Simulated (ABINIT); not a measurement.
CdF2 (Fm-3m): how ε∞ follows the gap

The empty bands of CdF2 (Fm-3m) are shifted up rigidly by Δ, and ε∞ is computed for each shift.

The structure is cubic, space group Fm-3m (No. 225). The conventional cell has a = 5.388 Å, b = 5.388 Å, c = 5.388 Å, α = 90.00°, β = 90.00°, γ = 90.00°. Cd on site a has 8 F at 2.33 Å as nearest neighbours. Around F on site c lie 4 Cd at 2.33 Å.

Method: ABINIT 10.8.3, PBE, independent particles, k-mesh 11×11×11, Lorentzian half width 0.04 eV.

Launch of the response step: `optic optic.abi`. The series took 77 s in all, its band step included, on 4 threads of Arm Neoverse V2 (shared host).

```
Δ (eV)     ε∞
  0.00      ?
  0.40  2.586
  0.80  2.527
  1.20  2.474
  1.60  2.425
  2.00  2.380
```

With one effective transition at E₀ and fixed dipole strength, ε∞ − 1 = A/(E₀ + Δ), so 1/(ε∞ − 1) is linear in Δ.

Working, on the rows shown:

| x = Δ (eV) | y = 1/(ε∞ − 1) |
| --- | --- |
| 0.4 | 0.630517 |
| 0.8 | 0.654879 |
| 1.2 | 0.678426 |
| 1.6 | 0.701754 |
| 2 | 0.724638 |

Means: x̄ = 1.2, ȳ = 0.67804. Σ(x − x̄)(y − ȳ) = 0.09405, Σ(x − x̄)² = 1.6. Slope = 0.09405 / 1.6 = 0.05878; intercept = ȳ − slope · x̄ = 0.60751. Turned back into ε∞, the line misses the rows shown by at most 0.0013.

**Question.** What does the fit predict for the withheld row, and how well does it do?

**Answer.** At x = 0 the line gives y = 0.60751, that is 2.646. The run gave 2.650, so the extrapolation is off by 0.0039, 1.5 % of the range in the table.

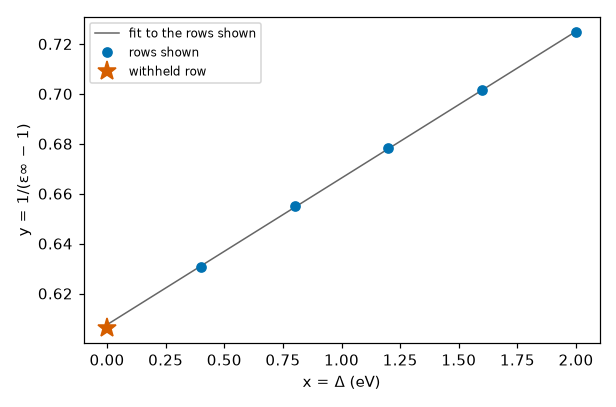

Refitted with all rows, the slope is 0.0593 and the intercept 0.60675. These give E₀ = intercept/slope = 10.2 eV, far above the least direct gap of 3.62 eV: most of the screening comes from transitions well over the edge. Over the first step ε∞ falls by 6 % per eV. Excitons are left out and so are local fields; PBE gaps are as a rule too small. The values come from a sum over the points of one k-mesh and carry its error, which grows as the direct gap shrinks. Spin-orbit coupling is left out.

[Logs are printed without paths, hosts, clocks, repeated set-up lines and the standing remarks that a program may print on its own settings, such as how far it seeks lower states.]
